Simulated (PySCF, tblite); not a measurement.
# C₄H₆FPSSi: geometry, infrared bands and NMR shifts

Wanted: the infrared bands and NMR shifts of C₄H₆FPSSi (`Cc1pc([SiH3])c(F)s1`), by calculation.

Computed with tblite 0.8.0 and PySCF 2.14.0, with density-fitted response routines of our own, on a single molecule in the gas phase. Atoms count from 0, in the outputs and in this text.

## 1. The molecule as given

14 atoms, charge 0, multiplicity 1; geometry from: force field or distance geometry start.

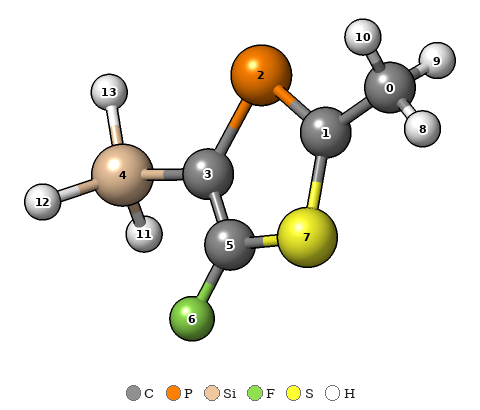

The starting geometry (carbon grey, phosphorus orange, silicon light orange, fluorine green, sulfur yellow, hydrogen white), atoms numbered.

## 2. Relaxing the molecule with GFN2-xTB

Job settings and geometry (Å):

```
{"job": {"kind": "relax", "xc": "GFN2-xTB", "basis": "xTB"}, "charge": 0, "multiplicity": 1}
C     -2.989700    -0.235400     0.265900
C     -1.553700     0.060800     0.066100
P     -0.274700    -1.242800     0.448500
C      1.002600    -0.027400    -0.061300
Si     2.815100    -0.546500     0.017600
C      0.636500     1.227500    -0.470200
F      1.551300     2.152700    -0.847500
S     -1.023200     1.608600    -0.488600
H     -3.622500     0.622900     0.010400
H     -3.315000    -1.071800    -0.361000
H     -3.208500    -0.492500     1.309200
H      3.426600    -0.451700    -1.337700
H      3.567700     0.340100     0.944800
H      2.986600    -1.945000     0.481500
```

The run is started by

```
> OMP_NUM_THREADS=1 python probes_run.py task.json out
```

The driver reads the jobs from task.json and runs them one after another.

**Question.** This job is followed by: GFN2-xTB harmonic vibrations, gas phase; GIAO PBE0/pcSseg-1 NMR shielding, non-relativistic, gas phase. Predict these results of the whole session: strongest single infrared mode (GFN2-xTB); zero-point energy (GFN2-xTB); ¹³C shifts against TMS (PBE0/pcSseg-1); ¹H shifts against TMS (PBE0/pcSseg-1, means over atoms taken as alike); ³¹P shifts against H3PO4 (PBE0/pcSseg-1); ²⁹Si shifts against TMS (PBE0/pcSseg-1); ¹⁹F shifts against CFCl3 (PBE0/pcSseg-1); ³³S shifts against CS2 (PBE0/pcSseg-1).

**Answer**, as computed:

| quantity | value |
| --- | --- |
| strongest single infrared mode (GFN2-xTB) | 778 cm⁻¹, 473 km/mol |
| zero-point energy (GFN2-xTB) | 51.9 kcal/mol |
| ¹³C shifts against TMS (PBE0/pcSseg-1) | 186.7, 179.9, 131.1, 19.6 ppm |
| ¹H shifts against TMS (PBE0/pcSseg-1, means over atoms taken as alike) | 4.61, 2.94 ppm |
| ³¹P shifts against H3PO4 (PBE0/pcSseg-1) | 242.6 ppm |
| ²⁹Si shifts against TMS (PBE0/pcSseg-1) | -85.4 ppm |
| ¹⁹F shifts against CFCl3 (PBE0/pcSseg-1) | -94.0 ppm |
| ³³S shifts against CS2 (PBE0/pcSseg-1) | 319 ppm |

What this shows: The optimisation took 20 steps and gained 0.488 eV; among the close pairs (by a distance rule), C1–P2 changed most, from 1.866 to 1.715 Å. The lowest mode is imaginary (118i cm⁻¹), so the xTB geometry is not a minimum. The strongest single mode, at 778 cm⁻¹, has its largest shares on H12, H11 and H13 (the list is cut at 3 atoms). GFN2-xTB is a fitted tight-binding method: band positions and strengths are rough. Its intensities can rank the bands wrongly. At PBE0/pcSseg-1: The widest tensor belongs to P2: span 522 ppm, with a paramagnetic part of -894 ppm. NICS(1)zz of -19 ppm above the planar ring from C1 marks a diatropic (aromatic) ring current.
